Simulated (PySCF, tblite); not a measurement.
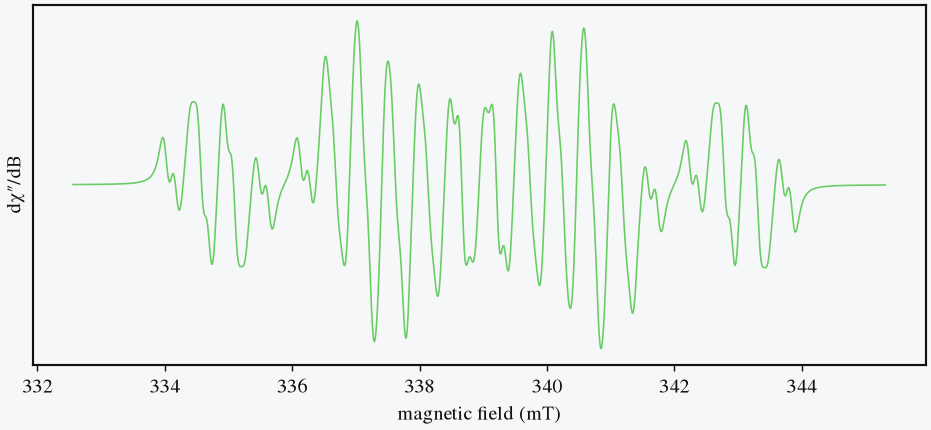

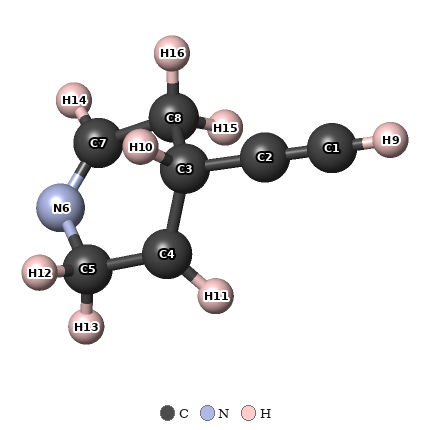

First-order isotropic EPR spectrum (fast tumbling, first derivative) of C₇H₈N, SMILES C#C[C@@H]1[CH]CN=CC1, doublet at 9.50 GHz, Lorentzian lines of 0.18 mT full width at half height, from computed g and hyperfine couplings (B3LYP/pcH-1 in PySCF 2.14.0, at a GFN2-xTB geometry (a minimum by its frequencies), gas phase); values of one conformer, averaged over methyl-type rotors alone; other conformers aren't averaged in; no vibrational averaging; dilute isotopes left out. The SMILES is one Lewis form and needn't show where the spin sits.

Which couplings does the calculation give? The spectrum shows the sizes of those above the line width, not their signs.

Answer.
| nuclei | isotope | a (mT) | a (MHz) |
| --- | --- | --- | --- |
| H12 | ¹H | 3.56 | 99.7 |
| H10 | ¹H | 2.54 | 71.2 |
| H11 | ¹H | −2.10 | −59.0 |
| H14 | ¹H | 0.52 | 14.7 |
| H16 | ¹H | 0.51 | 14.4 |
| H13 | ¹H | 0.40 | 11.3 |
| H15 | ¹H | −0.14 | −4.0 |
| N6 | ¹⁴N | 0.04 | 1.0 |
| H9 | ¹H | 0.03 | 0.7 |

What is the g value, and how wide is the spectrum?

Answer. g_iso = 2.0026, which centres the spectrum at 338.9 mT; it spans 9.9 mT.

Note: the tight-binding geometry is rougher than a DFT one and adds to the error.
